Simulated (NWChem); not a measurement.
Energy and gradient calculation of C₂H₆ClNSi

System: C₂H₆ClNSi, SMILES C=C[SiH](N)Cl.
Method: HF/STO-3G, RHF (NWChem 7.3.0).

The geometry comes from this level: PBE0-D4/def2-TZVP.

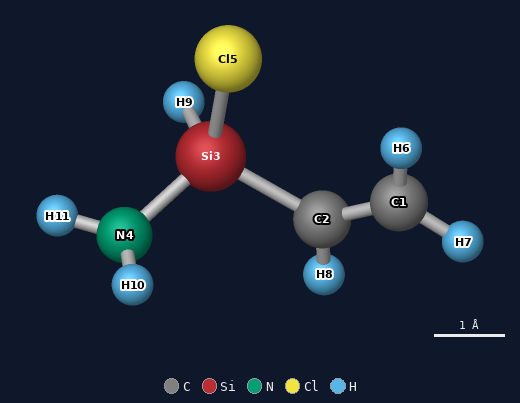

The input geometry (ball-and-stick view, seen at a tilt; atoms are numbered from 1 in the order of the input). Bond lengths as drawn: Cl–Si 2.08 Å, C–C 1.33 Å, C–H 1.09 Å, C–Si 1.85 Å, H–N 1.01 Å, H–Si 1.48 Å and N–Si 1.70 Å.

### Input file
```
start struct
title "C2H6ClNSi"
memory total 2200 mb
charge 0

geometry units angstrom noautosym nocenter noautoz
   C       -2.009100      -0.223800       0.193800
   C       -0.763200      -0.607700       0.453800
   Si       0.734800       0.466000       0.292000
   N        1.868300      -0.317300      -0.709400
   Cl       0.104400       2.319600      -0.400900
   H       -2.233700       0.783700      -0.142800
   H       -2.853600      -0.897600       0.307100
   H       -0.595000      -1.630400       0.790600
   H        1.412600       0.742400       1.578700
   H        1.579200      -0.700400      -1.595600
   H        2.820800       0.008500      -0.746800
end

basis "ao basis" spherical bse
   * library STO-3G
end

scf
   thresh 1e-08
   maxiter 80
   print low
end

task scf gradient
```

Machine: 1 thread of Intel Xeon (Granite Rapids), 64 GiB of memory available, shared host.

Command:
```bash
nwchem struct.nw > struct.out
```

### Log
```
Northwest Computational Chemistry Package (NWChem) 7.3.0
             --------------------------------------------------------

           Job information
           ---------------

    nwchem branch   = 7.3.0
    use scalapack   = T
    input           = struct.nw
    prefix          = struct.
    data base       = ./struct.db
    status          = startup
    nproc           =        1

           Memory information
           ------------------

    heap     =     72089600 doubles =      550.0 Mbytes
    stack    =     72089597 doubles =      550.0 Mbytes
    global   =    144179200 doubles =     1100.0 Mbytes (distinct from heap & stack)
    total    =    288358397 doubles =     2200.0 Mbytes
    verify   = yes
    hardfail = no

           Directory information
           ---------------------

  0 permanent = .
  0 scratch   = .

                                NWChem Input Module
                                -------------------

                                     C2H6ClNSi
                                     ---------

 Scaling coordinates for geometry "geometry" by  1.889725989
 (inverse scale =  0.529177249)

                             Geometry "geometry" -> ""
                             -------------------------

 Output coordinates in angstroms (scale by  1.889725989 to convert to a.u.)

  No.       Tag          Charge          X              Y              Z
 ---- ---------------- ---------- -------------- -------------- --------------
    1 C                    6.0000    -2.00910000    -0.22380000     0.19380000
    2 C                    6.0000    -0.76320000    -0.60770000     0.45380000
    3 Si                  14.0000     0.73480000     0.46600000     0.29200000
    4 N                    7.0000     1.86830000    -0.31730000    -0.70940000
    5 Cl                  17.0000     0.10440000     2.31960000    -0.40090000
    6 H                    1.0000    -2.23370000     0.78370000    -0.14280000
    7 H                    1.0000    -2.85360000    -0.89760000     0.30710000
    8 H                    1.0000    -0.59500000    -1.63040000     0.79060000
    9 H                    1.0000     1.41260000     0.74240000     1.57870000
   10 H                    1.0000     1.57920000    -0.70040000    -1.59560000
   11 H                    1.0000     2.82080000     0.00850000    -0.74680000

      Atomic Mass
      -----------

      C                 12.000000
      Si                27.976930
      N                 14.003070
      Cl                34.968850
      H                  1.007825

 Effective nuclear repulsion energy (a.u.)     277.9736397565

            Nuclear Dipole moment (a.u.)
            ----------------------------
        X                 Y               Z
 ---------------- ---------------- ----------------
    16.3208074730    70.0205839727    -6.8338160925

            XYZ format geometry
            -------------------
    11
 geometry
 C                    -2.00910000    -0.22380000     0.19380000
 C                    -0.76320000    -0.60770000     0.45380000
 Si                    0.73480000     0.46600000     0.29200000
 N                     1.86830000    -0.31730000    -0.70940000
 Cl                    0.10440000     2.31960000    -0.40090000
 H                    -2.23370000     0.78370000    -0.14280000
 H                    -2.85360000    -0.89760000     0.30710000
 H                    -0.59500000    -1.63040000     0.79060000
 H                     1.41260000     0.74240000     1.57870000
 H                     1.57920000    -0.70040000    -1.59560000
 H                     2.82080000     0.00850000    -0.74680000

 ==============================================================================
                                internuclear distances
 ------------------------------------------------------------------------------
       center one      |      center two      | atomic units |  angstroms
 ------------------------------------------------------------------------------
    2 C                |   1 C                |     2.51216  |     1.32938
    3 Si               |   2 C                |     3.49626  |     1.85014
    4 N                |   3 Si               |     3.21874  |     1.70329
    5 Cl               |   3 Si               |     3.92470  |     2.07686
    6 H                |   1 C                |     2.05172  |     1.08573
    7 H                |   1 C                |     2.05279  |     1.08629
    8 H                |   2 C                |     2.05940  |     1.08979
    9 H                |   3 Si               |     2.79744  |     1.48034
   10 H                |   4 N                |     1.90450  |     1.00782
   11 H                |   4 N                |     1.90366  |     1.00737
 ------------------------------------------------------------------------------
                         number of included internuclear distances:         10
 ==============================================================================

 ==============================================================================
                                 internuclear angles
 ------------------------------------------------------------------------------
        center 1       |       center 2       |       center 3       |  degrees
 ------------------------------------------------------------------------------
    2 C                |   1 C                |   6 H                |   121.50
    2 C                |   1 C                |   7 H                |   121.94
    6 H                |   1 C                |   7 H                |   116.56
    1 C                |   2 C                |   3 Si               |   125.04
    1 C                |   2 C                |   8 H                |   118.43
    3 Si               |   2 C                |   8 H                |   116.53
    2 C                |   3 Si               |   4 N                |   108.87
    2 C                |   3 Si               |   5 Cl               |   107.54
    2 C                |   3 Si               |   9 H                |   113.77
    4 N                |   3 Si               |   5 Cl               |   114.60
    4 N                |   3 Si               |   9 H                |   106.99
    5 Cl               |   3 Si               |   9 H                |   105.21
    3 Si               |   4 N                |  10 H                |   120.06
    3 Si               |   4 N                |  11 H                |   120.15
   10 H                |   4 N                |  11 H                |   111.19
 ------------------------------------------------------------------------------
                            number of included internuclear angles:         15
 ==============================================================================

 Summary of "ao basis" -> "" (spherical)
 ------------------------------------------------------------------------------
       Tag                 Description            Shells   Functions and Types
 ---------------- ------------------------------  ------  ---------------------
 *                           STO-3G                   on all atoms

                      Basis "ao basis" -> "ao basis" (spherical)
                      -----
  [basis functions not shown]

 Summary of "ao basis" -> "ao basis" (spherical)
 ------------------------------------------------------------------------------
       Tag                 Description            Shells   Functions and Types
 ---------------- ------------------------------  ------  ---------------------
 C                           STO-3G                  3        5   2s1p
 Si                          STO-3G                  5        9   3s2p
 N                           STO-3G                  3        5   2s1p
 Cl                          STO-3G                  5        9   3s2p
 H                           STO-3G                  1        1   1s

                                 NWChem SCF Module
                                 -----------------

                                     C2H6ClNSi

  ao basis        = "ao basis"
  functions       =    39
  atoms           =    11
  closed shells   =    28
  open shells     =     0
  charge          =   0.00
  wavefunction    = RHF
  input vectors   = atomic
  output vectors  = ./struct.movecs
  use symmetry    = F
  symmetry adapt  = F

 Forming initial guess at       0.0s

 Starting SCF solution at       0.1s

       Final RHF  results
       ------------------

         Total SCF energy =   -872.269358835705
      One-electron energy =  -1760.928680366428
      Two-electron energy =    610.685681774179
 Nuclear repulsion energy =    277.973639756544

        Time for solution =      2.3s

                              NWChem Gradients Module
                              -----------------------

                         RHF ENERGY GRADIENTS

    atom               coordinates                        gradient
                 x          y          z           x          y          z
   1 C      -3.796648  -0.422921   0.366229   -0.031053   0.009751  -0.006718
   2 C      -1.442239  -1.148386   0.857558    0.028936  -0.005878   0.004068
   3 Si      1.388571   0.880612   0.551800   -0.016684   0.011061  -0.033220
   4 N       3.530575  -0.599610  -1.340572    0.008259  -0.001539  -0.009133
   5 Cl      0.197287   4.383408  -0.757591    0.001840  -0.010075   0.006065
   6 H      -4.221081   1.480978  -0.269853    0.002122   0.002296  -0.000361
   7 H      -5.392522  -1.696218   0.580335   -0.000892  -0.002839   0.000798
   8 H      -1.124387  -3.081009   1.494017    0.000289  -0.006024   0.002094
   9 H       2.669427   1.402933   2.983310    0.014650   0.004815   0.025117
  10 H       2.984255  -1.323564  -3.015247    0.000875   0.002096   0.008788
  11 H       5.330539   0.016063  -1.411247   -0.008342  -0.003665   0.002504

 Task  times  cpu:        3.2s     wall:        3.2s
 Total times  cpu:        3.2s     wall:        3.2s
```

### Key numbers

| quantity | value |
| --- | --- |
| outcome | converged |
| total energy | −872.269359 hartree |
| basis functions | 39 |
| largest force | 1.994 eV/Å |
| wall time | 3.9 s |
| peak memory | 0.096 GiB |
